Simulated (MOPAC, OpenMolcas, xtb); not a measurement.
**CH4BS (SMILES [BH]SC): methods side by side**

CH4BS: 7 atoms, total charge 0, spin state doublet. SMILES: `[BH]SC`. Geometry: relaxed at GFN2-xTB. This is one conformer, not always the lowest.

```xyz
7

B    -1.7045   -0.3704   -0.3275
S    -0.2806   -0.9519    0.3959
C     1.0004    0.3748    0.1138
H    -2.7395   -0.8843   -0.3820
H     1.2166    0.4340   -0.9472
H     0.6215    1.3205    0.4835
H     1.8861    0.0772    0.6633
```

Quantity: the dipole moment, in D. The values are calculated.

```tsv
level	kind	program	value (D)	CPU time
AM1	semi-empirical	MOPAC	1.63	under 2 s
PM3	semi-empirical	MOPAC	1.86	under 2 s
PM6	semi-empirical	MOPAC	1.27	under 2 s
GFN0-xTB	semi-empirical	xtb	2.48	under 2 s
UHF/STO-3G	Hartree–Fock	OpenMolcas	1.23	2.1 s
UHF/3-21G	Hartree–Fock	OpenMolcas	1.70	2.4 s
UHF/6-31+G* (spherical functions)	Hartree–Fock	OpenMolcas	1.56	5.4 s
UHF/def2-SVP	Hartree–Fock	OpenMolcas	1.55	4.7 s
UBP86/def2-TZVP	GGA	OpenMolcas	1.63	92 s
UB3LYP/STO-3G	global hybrid	OpenMolcas	1.48	12 s
```

The values span 1.23 to 2.48 D. Sets without polarisation functions give poor dipoles. CPU times are rough (shared hosts, several kinds of processor): they show what a rung costs within a factor of a few.

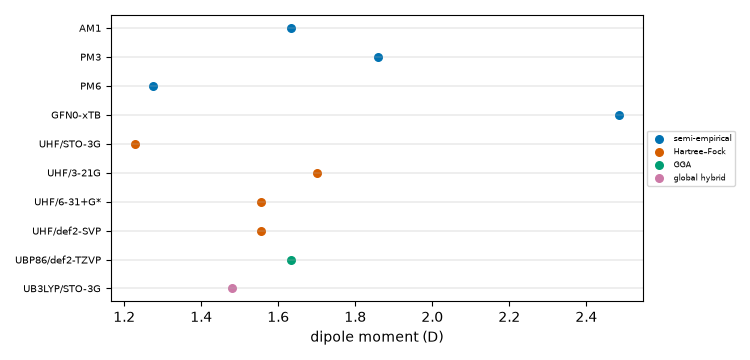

The values of the table, level by level.
